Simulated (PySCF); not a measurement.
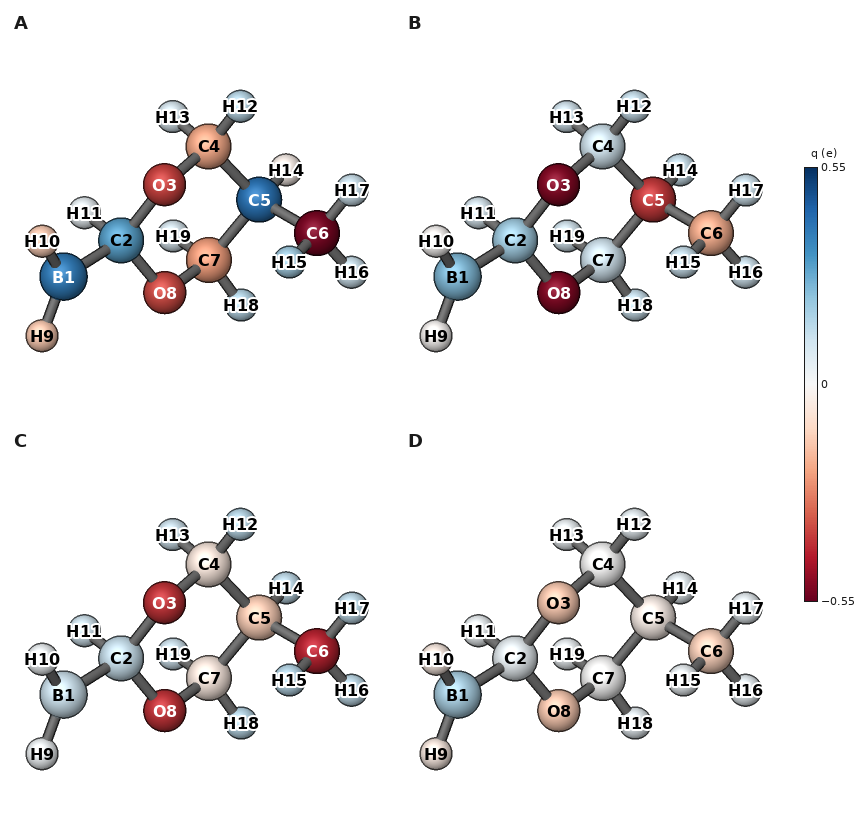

Atomic charges of one calculation by 4 schemes, on one colour scale. Computed geometry: GFN2-xTB optimisation. No frequency run is at hand to confirm it as a minimum. Computed with PBE0/pcSseg-1 (PySCF 2.14.0).

### The schemes are ESP-fitted, Hirshfeld, IAO, Mulliken. Which panel shows which?

A ESP-fitted, B Mulliken, C IAO, D Hirshfeld.

List the charges (e), one line for each set of equivalent atoms.

```csv
atom,ESP-fitted,Mulliken,IAO,Hirshfeld
B1,0.39,0.24,0.11,0.18
C2,0.30,0.19,0.12,0.04
"O3, O8",−0.38,−0.51,−0.40,−0.15
"C4, C7",−0.21,0.10,−0.06,0.00
C5,0.41,−0.39,−0.14,−0.04
C6,−0.52,−0.20,−0.42,−0.13
"H9, H10",−0.14,−0.01,0.02,−0.05
H11,0.04,0.09,0.10,0.03
"H12, H18",0.15,0.12,0.15,0.05
"H13, H19",0.08,0.10,0.11,0.03
H14,−0.03,0.12,0.13,0.04
H15,0.18,0.12,0.15,0.03
"H16, H17",0.11,0.11,0.14,0.04
```

The geometry is semi-empirical. Around B such bond lengths and angles can be off by a tenth of an ångström or more and by several degrees, and values that hang on the shape move with them.
